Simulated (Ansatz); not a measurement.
# PH₂ radical: geometry and frequencies at several levels

The task, for PH₂ radical: geometry and frequencies at several levels. Spin multiplicity 2.

Computed with Ansatz 0.2.0 (the levels named in each step, unless a step's input says otherwise).

## Step 1: The starting structure

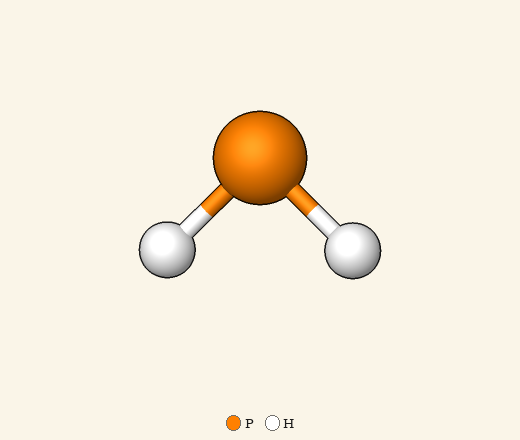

Start, viewed from a chosen angle; phosphorus orange, hydrogen white.

As a file:

```xyz
3

P    -0.0009    0.0594   -0.0003
H    -0.9791   -0.9312   -0.0003
H     1.0130   -0.8941    0.0094
```

## Step 2: A rough first relaxation, PBE-D4/def2-SVP

This run stands in another session on the same molecule. It ended at:

```xyz
3

P    -0.0016    0.0893   -0.0004
H    -1.0089   -0.9467   -0.0004
H     1.0435   -0.9085    0.0096
```

## Step 3: Relaxation, PBE0-D4/def2-TZVPP

This run stands in another session on the same molecule. It ended at:

```xyz
3

P    -0.0013    0.0736   -0.0004
H    -1.0024   -0.9387   -0.0004
H     1.0367   -0.9008    0.0095
```

## Step 4: Relaxation, CCSD(T)/cc-pV(T+d)Z

The input, input.yaml:

```yaml
crystal:
  periodic: [false, false, false]
  atoms:
    - { symbol: P, position_ang: [-0.00127567, 0.07358904, -0.00036097] }
    - { symbol: H, position_ang: [-1.00241416, -0.93866463, -0.00036871] }
    - { symbol: H, position_ang: [1.03671982, -0.90078441, 0.00951968] }
magnetization:
  spin_polarized: true
  initial_magnetization: 1
basis:
  gaussian: { orbitals: "cc-pV(T+d)Z.json" }
correlation:
  method: ccsd_t
scf:
  omitted_lower_state_checks: [cluster_reference]
relax:
  f_tol: 0.002
  max_steps: 40
```

Launch:

```console
ansatz run input.yaml --threads 2 --pin off --max-ram 5120MiB --backend cpu --events-out ev --progress --plain --runs-dir out
```

Log, cut to the lines that bear on the results:

```text
Warning: RAYON_NUM_THREADS=2 ignored (pool sized by the plan → 2); use --threads N
[...]
Functional definition: HF
[...]
428 factors; integrals over basis functions are off by at most 4.0e-4 eV
[...]
mean field -9303.26489474 eV, -341.8886789021 hartree, gradient 3.7e-6 eV, S^2 0.769451; 0 other end points of the search recorded, 0 dependent functions left out
5 core orbitals not correlated: weight in the atoms' cores, before any rotation towards them, 1.000 or more for the frozen orbitals, at most 0.000 for the correlated occupied ones
reference -9303.26489474 eV, -341.8886789021 hartree; 4, 3 occupied and 58, 59 virtual orbitals, 428 factors
second order -3.73426538 eV of doubles, -0.00000000 eV of singles
cycle   1  -4.25800603 eV  change   -5.2e-1 eV  update   5.6e-2
[...]
perturbative correction -0.15190253 eV, -0.0055823150 hartree
[...]
relax step   1: F+E_penalty+E_count = -9307.88689166 eV  Δ(F+E_penalty+E_count) = +0.000e0 eV  max|allowed force component| = 1.308e-1 eV/Å  Δτ_max = 0.0000 Å  (36 SCF iters, accepted)
[...]
relax step   3: F+E_penalty+E_count = -9307.88726072 eV  Δ(F+E_penalty+E_count) = -5.490e-5 eV  max|allowed force component| = 2.422e-3 eV/Å  Δτ_max = 0.0022 Å  (25 SCF iters, accepted)
[...]
relax step   4: F+E_penalty+E_count = -9307.88726124 eV  Δ(F+E_penalty+E_count) = -5.218e-7 eV  max|allowed force component| = 5.967e-6 eV/Å  Δτ_max = 0.0002 Å  (21 SCF iters, accepted)
[...]
428 factors; integrals over basis functions are off by at most 4.0e-4 eV
mean field -9303.26796779 eV, -341.8887918348 hartree, gradient 1.4e-6 eV, S^2 0.769434; 1 other end points of the search recorded, 0 dependent functions left out
5 core orbitals not correlated: weight in the atoms' cores, before any rotation towards them, 1.000 or more for the frozen orbitals, at most 0.000 for the correlated occupied ones
reference -9303.26796779 eV, -341.8887918348 hartree; 4, 3 occupied and 58, 59 virtual orbitals, 428 factors
second order -3.73285795 eV of doubles, -0.00000000 eV of singles
[...]
cycle  11  -4.46780866 eV  change    1.1e-7 eV  update   6.0e-7
perturbative correction -0.15148480 eV, -0.0055669638 hartree
[...]
Total energy: -9307.88726125 eV, -342.0585477384 hartree
Atom 0 at    -0.001204     0.069726    -0.000342 Å, force     0.000000    -0.000006     0.000000 eV/Å
Atom 1 at    -1.002692    -0.936738    -0.000379 Å, force     0.000001     0.000003    -0.000000 eV/Å
Atom 2 at     1.036926    -0.898849     0.009511 Å, force    -0.000001     0.000003    -0.000000 eV/Å
Dipole moment:     0.002289    -0.123379     0.000613 e Å
Checks for a lower state left out: cluster_reference
```

Run time: 16 s. Hardware: 2 threads of Arm Neoverse V2, shared host; peak memory 0.31 GiB.

The steps of the relaxation:

| step | E - E(step 1) (eV) | largest force component (eV/Å) |
| --- | --- | --- |
| 1 | 0.0000 | 0.1308 |
| 2 | -0.0003 | 0.0320 |
| 3 | -0.0004 | 0.0024 |
| 4 | -0.0004 | 0.0000 |

Step 1 is the start.

Before: Bond lengths: P1–H2 1.424 Å, P1–H3 1.424 Å. Angles: H2–P1–H3 91.5°.

After: Bond lengths: P1–H2 1.420 Å, P1–H3 1.420 Å. Angles: H2–P1–H3 91.8°.

## Step 5: Frequencies, CCSD(T)/cc-pV(T+d)Z

The input, input.yaml:

```yaml
crystal:
  periodic: [false, false, false]
  atoms:
    - { symbol: P, position_ang: [-0.00120401, 0.06972632, -0.00034177] }
    - { symbol: H, position_ang: [-1.00269177, -0.93673776, -0.00037948] }
    - { symbol: H, position_ang: [1.03692577, -0.89884856, 0.00951125] }
magnetization:
  spin_polarized: true
  initial_magnetization: 1
basis:
  gaussian: { orbitals: "cc-pV(T+d)Z.json" }
correlation:
  method: ccsd_t
scf:
  omitted_lower_state_checks: [cluster_reference]
phonons: {}
```

Launch:

```console
ansatz run input.yaml --threads 2 --pin off --max-ram 5120MiB --backend cpu --events-out ev --progress --plain --runs-dir out
```

Log, cut to the lines that bear on the results:

```text
Warning: RAYON_NUM_THREADS=2 ignored (pool sized by the plan → 2); use --threads N
[...]
[... 1 set-up line as earlier in the session ...]
[...]
428 factors; integrals over basis functions are off by at most 4.0e-4 eV
[...]
mean field -9303.26796779 eV, -341.8887918349 hartree, gradient 3.7e-6 eV, S^2 0.769434; 0 other end points of the search recorded, 0 dependent functions left out
5 core orbitals not correlated: weight in the atoms' cores, before any rotation towards them, 1.000 or more for the frozen orbitals, at most 0.000 for the correlated occupied ones
reference -9303.26796779 eV, -341.8887918349 hartree; 4, 3 occupied and 58, 59 virtual orbitals, 428 factors
second order -3.73285793 eV of doubles, -0.00000000 eV of singles
cycle   1  -4.25639253 eV  change   -5.2e-1 eV  update   5.6e-2
[...]
perturbative correction -0.15148480 eV, -0.0055669638 hartree
[...]
428 factors; integrals over basis functions are off by at most 4.0e-4 eV
[...]
5 core orbitals not correlated: weight in the atoms' cores, before any rotation towards them, 1.000 or more for the frozen orbitals, at most 0.000 for the correlated occupied ones
reference -9303.26753239 eV, -341.8887758341 hartree; 4, 3 occupied and 58, 59 virtual orbitals, 428 factors
second order -3.73306654 eV of doubles, -0.00000000 eV of singles
[...]
cycle  10  -4.46816154 eV  change   -2.0e-6 eV  update   1.7e-6
perturbative correction -0.15155032 eV, -0.0055693715 hartree
[...]
Total energy: -9307.88726129 eV, -342.0585477397 hartree
Atom 0 at    -0.001204     0.069726    -0.000342 Å, force     0.000000    -0.000006     0.000000 eV/Å
Atom 1 at    -1.002692    -0.936738    -0.000379 Å, force     0.000001     0.000003    -0.000000 eV/Å
Atom 2 at     1.036926    -0.898849     0.009511 Å, force    -0.000001     0.000003    -0.000000 eV/Å
Dipole moment:     0.002289    -0.123379     0.000613 e Å
Vibrations: 1128.08 2389.69 2397.31 cm⁻¹, zero-point energy 0.366688 eV
Checks for a lower state left out: cluster_reference
```

Run time: 22 s. Hardware: 2 threads of Arm Neoverse V2, shared host; peak memory 0.31 GiB.

Harmonic frequencies (cm⁻¹; negative: imaginary): 1128, 2390, 2397.

## Step 6: Relaxation, CCSD(T)/cc-pwCVTZ, all electrons

Changes to input.yaml since step 5:

```diff
@@ -10,7 +10,10 @@
 basis:
-  gaussian: { orbitals: "cc-pV(T+d)Z.json" }
+  gaussian: { orbitals: cc-pwCVTZ.json }
 correlation:
   method: ccsd_t
+  frozen_orbitals: { H: 0, P: 0 }
 scf:
   omitted_lower_state_checks: [cluster_reference]
-phonons: {}
+relax:
+  f_tol: 0.002
+  max_steps: 40
```

Launch:

```console
ansatz run input.yaml --threads 2 --pin off --max-ram 5120MiB --backend cpu --events-out ev --progress --plain --runs-dir out
```

Log, cut to the lines that bear on the results:

```text
Warning: RAYON_NUM_THREADS=2 ignored (pool sized by the plan → 2); use --threads N
[...]
[... 1 set-up line as earlier in the session ...]
[...]
554 factors; integrals over basis functions are off by at most 4.0e-4 eV
[...]
mean field -9303.28037400 eV, -341.8892477547 hartree, gradient 1.3e-6 eV, S^2 0.769612; 0 other end points of the search recorded, 0 dependent functions left out
reference -9303.28037400 eV, -341.8892477547 hartree; 9, 8 occupied and 78, 79 virtual orbitals, 554 factors
second order -11.65489612 eV of doubles, -0.00000000 eV of singles
cycle   1  -12.12836022 eV  change   -4.7e-1 eV  update   5.7e-2
[...]
perturbative correction -0.22661895 eV, -0.0083280929 hartree
[...]
relax step   1: F+E_penalty+E_count = -9315.86414721 eV  Δ(F+E_penalty+E_count) = +0.000e0 eV  max|allowed force component| = 1.083e-1 eV/Å  Δτ_max = 0.0000 Å  (40 SCF iters, accepted)
[...]
554 factors; integrals over basis functions are off by at most 4.0e-4 eV
mean field -9303.28185877 eV, -341.8893023189 hartree, gradient 4.2e-6 eV, S^2 0.769590; 1 other end points of the search recorded, 0 dependent functions left out
reference -9303.28185877 eV, -341.8893023189 hartree; 9, 8 occupied and 78, 79 virtual orbitals, 554 factors
second order -11.65514648 eV of doubles, -0.00000000 eV of singles
[...]
cycle  11  -12.35638503 eV  change    6.5e-7 eV  update   5.4e-7
perturbative correction -0.22624477 eV, -0.0083143418 hartree
[...]
Total energy: -9315.86448857 eV, -342.3517054351 hartree
Atom 0 at    -0.001175     0.068155    -0.000334 Å, force     0.000000    -0.000001     0.000000 eV/Å
Atom 1 at    -0.999349    -0.935890    -0.000367 Å, force    -0.000257    -0.000004    -0.000001 eV/Å
Atom 2 at     1.033554    -0.898125     0.009491 Å, force     0.000257     0.000005     0.000001 eV/Å
Dipole moment:     0.002263    -0.121973     0.000606 e Å
Checks for a lower state left out: cluster_reference
```

It took 3.3 min on 2 threads of Arm Neoverse V2, shared host; peak memory 0.85 GiB.

Relaxation path:

| step | E - E(step 1) (eV) | largest force component (eV/Å) |
| --- | --- | --- |
| 1 | 0.0000 | 0.1083 |
| 2 | -0.0003 | 0.0463 |
| 3 | -0.0003 | 0.0052 |
| 4 | -0.0003 | 0.0003 |

Step 1 is the start.

Before: Bond lengths: P1–H2 1.420 Å, P1–H3 1.420 Å. Angles: H2–P1–H3 91.8°.

After: Bond lengths: P1–H2 1.416 Å, P1–H3 1.416 Å. Angles: H2–P1–H3 91.8°.

## Step 7: The levels compared

| level | P1–H2 (Å) | P1–H3 (Å) | rotational constants (MHz) | dipole (D) | highest frequency (cm⁻¹) | CPU time |
| --- | --- | --- | --- | --- | --- | --- |
| PBE0-D4/def2-TZVPP | 1.4237 | 1.4237 | 270550, 241110, 127490 | 0.63 | - | 5 s |
| CCSD(T)/cc-pV(T+d)Z | 1.4198 | 1.4198 | 273740, 240990, 128160 | 0.59 | 2397 | 30 s |
| CCSD(T)/cc-pwCVTZ, all electrons | 1.4158 | 1.4158 | 275050, 242590, 128900 | 0.59 | - | 6.4 min |

Constants are for the commonest isotopes at the equilibrium geometry; times are CPU times of the relaxations.

## Step 8: Outcome

| quantity | value |
| --- | --- |
| P1–H2 at CCSD(T)/cc-pwCVTZ, all electrons | 1.416 Å |
| P1–H3 at CCSD(T)/cc-pwCVTZ, all electrons | 1.416 Å |
| frequencies at CCSD(T)/cc-pV(T+d)Z | 1128 to 2397 cm⁻¹ |

**Reading.** The P–H distance spreads over 0.008 Å, from CCSD(T)/cc-pwCVTZ, all electrons (shortest) to PBE0-D4/def2-TZVPP. No mode is imaginary, so the geometry is a minimum.
